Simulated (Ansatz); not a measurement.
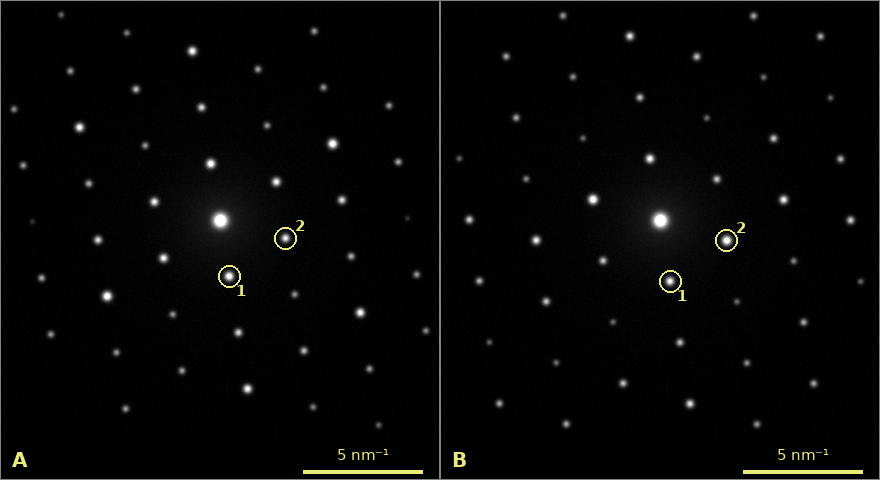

Kinematic electron diffraction patterns (200 kV, B = 0.5 Å², same scale) along [111] of the run's own cell, for the start and the end of one relaxation of LiMg2Sn2 with DFT, PAW plane waves, pbe (Ansatz 0.2.0). k mesh 8×8×5. The start is a generated model structure, and the relaxation ends in the nearest stationary point of its symmetry, not necessarily the ground state. Spot 1 is -1 1 0 and spot 2 is -1 0 1 in both.

Start structure:

```
CELL_PARAMETERS angstrom
4.39114 0.00000 0.00000
-2.19557 3.80284 0.00000
0.00000 0.00000 7.31546
ATOMIC_POSITIONS crystal
Mg 0.33330 0.66670 0.62860
Mg 0.66670 0.33330 0.37140
Sn 0.33330 0.66670 0.25710
Sn 0.66670 0.33330 0.74290
Li 0.00000 0.00000 0.00000
```

> Which pattern belongs to the start structure, and which to the relaxed one?

B is the start: its cell gives d(1) = 3.803 Å, d(2) = 3.374 Å and an angle of 63.7°. A is the relaxed structure, with d(1) = 4.138 Å (+8.8 %), d(2) = 3.469 Å (+2.8 %) and 65.2°.

> Name reflections whose intensity changes strongly on relaxation.

3 -1 -2 goes from 13 to 61 % of the strongest spot; 0 2 -2 goes from 22 to 100 % of the strongest spot; 1 -2 1 goes from 2.7 to 8.2 % of the strongest spot.

> What did the relaxation do to the structure and the energy?

The volume changed by +3.0 % to 25.16 Å³ an atom; with the mean shift removed, the atoms moved by up to 0.49 Å relative to the cell (Sn most); the space group stayed P-3m1 (No. 164); the free energy fell by 300 meV an atom. Relaxed cell: a = 4.779 Å, b = 4.779 Å, c = 6.362 Å, α = 90.00°, β = 90.00°, γ = 120.00°.
